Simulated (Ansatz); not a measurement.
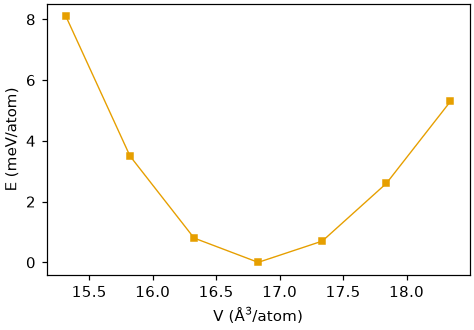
*BP in space group P6_3/mmc (No. 194; B on 2c, P on 2d) under volume change, plane-wave PAW PBE+D3(BJ) (Ansatz code), shape and atoms relaxed at each volume.*

Q: What does a third-order Birch–Murnaghan fit give for V₀, B₀ and B′?

A: V₀ = 16.86 Å³/atom, B₀ = 15.1 GPa, B′ = 5.1.

The start of the workflow was typed in or built on a structure type; neither database checked (COD, Materials Project) lists it. It is not the phase usual at ambient conditions (space group No. 216). The PBE+D3(BJ) relaxation kept the symmetry of its start; its stability against distortions is not shown here.

Potentials: the earlier of the program's two PAW sets.
